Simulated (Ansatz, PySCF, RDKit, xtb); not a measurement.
# Which structure has the formula SnNH3F+?

Task: start from the formula SnNH3F+ (charge +1), draw up candidate structures, narrow them down in stages, and characterise the one that lies lowest at 298.15 K.

Plan: many cheap relaxations first (GFN2-xTB), then density-functional screening, relaxation at r2SCAN-D4/def2-SVP, vibrations and a final energy. The numbers are computed, not measured.

6 further runs of the same task are left out: 6 set aside as unsound or not needed.

## (1) Drawing up candidates

A program enumerates the bonding patterns with one Lewis structure each (two rings at most, one unusual centre or charged pair), with their diastereomers. O–O, O–halogen and N–halogen bonds and N–N–N chains are not drawn. That gives 3 candidates.

```
label           SMILES     spin
 c426    [NH3+][Sn][F]  singlet
 c536  [NH2+]=[SnH][F]  singlet
 c690    [NH3+][Sn][F]  triplet
```

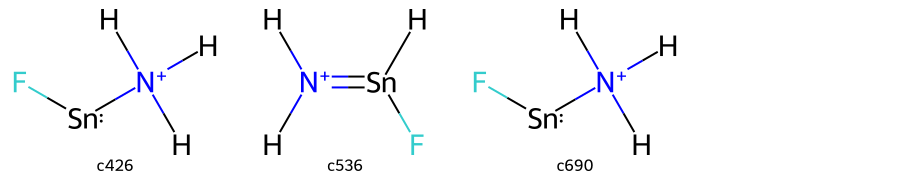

Structural formulas of the candidates.

Candidates are built by distance geometry, with a force field where one applies, in up to four conformers (letters a to d). 8 starts with atoms placed at random are added, to find patterns that the rules miss.

Q: Predict the outcome of this search (final energies at CCSD(T)/def2-TZVPP).

| quantity | value |
| --- | --- |
| lowest structure found | [NH3+][Sn][F], singlet, Cs |
| next finalist | [NH2+]=[SnH][F], singlet, 56.3 kcal/mol higher in G |
| share at equilibrium, among the finalists | 100.0 % |
| harmonic wavenumbers, lowest and highest (r2SCAN-D4/def2-SVP) | 99 and 3540 cm⁻¹ |
| rotational constants, same geometry | 0.2654, 0.1874, 0.1118 cm⁻¹ |
| HOMO energy (PBE0/def2-TZVPD) | -14.10 eV |
| LUMO energy (PBE0/def2-TZVPD) | -8.05 eV |
| HOMO–LUMO gap (PBE0/def2-TZVPD) | 6.05 eV |
| lowest excitation (TD-PBE0/def2-SVPD) | 5.02 eV (f = 0.071) |
| strongest of the states computed, same level | 7.14 eV (f = 0.334) |
| lowest triplet excitation, same level, Tamm-Dancoff | 3.65 eV |
| vertical ionisation energy | 16.42 eV |
| vertical recombination energy (electron added) | 6.02 eV |
| vertical triplet less singlet | +3.69 eV |

The lowest structure found is `[NH3+][Sn][F]`. Among the finalists first place is clear (56.3 kcal/mol); structures outside the list aren't covered. GFN2-xTB, HF/STO-3G, r2SCAN-D4/def2-SVP, r2SCAN-D4/def2-SVP, relaxed, HF/def2-TZVPP and MP2/def2-TZVPP already put its bonding pattern lowest among the structures in one piece. Spin-orbit coupling, which matters for elements this heavy, is left out. Lowest found is not proven lowest: the search is finite, and each finalist counts with one conformer. Patterns outside the rules of the enumeration were met only by chance.
